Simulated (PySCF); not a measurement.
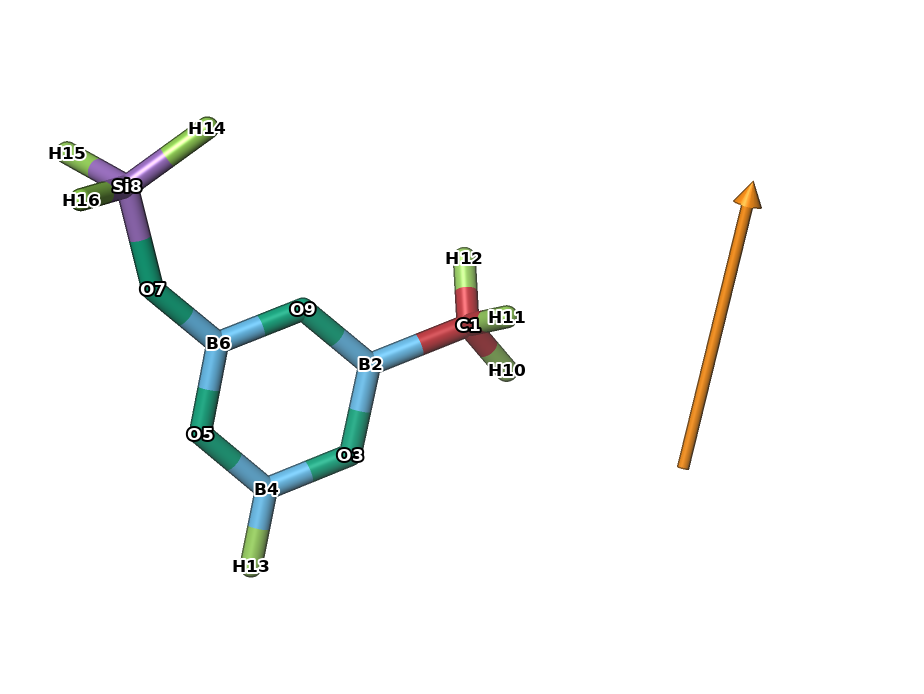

The arrow beside the molecule shows the direction of the dipole moment, from the negative to the positive end (its length means nothing). Computed geometry: GFN2-xTB optimisation. No frequency run is at hand to confirm it as a minimum. Method: PBE0/pcSseg-1, gas phase (PySCF 2.14.0).

How large is the dipole moment?

Answer. 1.62 D; it points from the side of H13 to the side of H14 (the outermost atoms at the two ends).

The geometry is semi-empirical. Around B, Si such bond lengths and angles can be off by a tenth of an ångström or more and by several degrees, and values that hang on the shape move with them.
